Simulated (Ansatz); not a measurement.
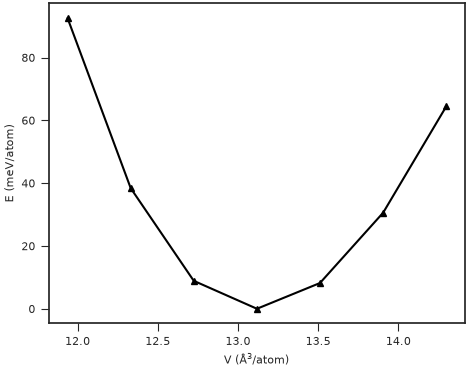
NiPt (L1₀ or tetragonal B2, P4/mmm) under volume change, DFT-r²SCAN in the program Ansatz with PAW potentials, shape and atoms relaxed at each volume.

Task: What does a third-order Birch–Murnaghan fit give for V₀, B₀ and B′?

Result: V₀ = 13.11 Å³/atom, B₀ = 231 GPa, B′ = 5.3.

The workflow started from a Materials Project entry (that database holds measured and hypothetical structures alike); the Crystallography Open Database copy checked does not list it. With Ni and Pt taken as one species the cell has the higher symmetry I4/mmm, so it may be an ordered model of a mixed-site phase. Its standing as an ambient phase is unchecked. The r²SCAN relaxation kept the symmetry of its start; whether a distortion lowers the energy is not shown. The final state is ferromagnetic, chosen from 5 collinear starts compared on coarse meshes (ties went to the first, and starts can fall back to one state), not a proven ground state. Other orbital occupations within this spin state were not tried. Spin–orbit coupling is left out wherever it is not named.

Potentials: the later of the program's two PAW sets.
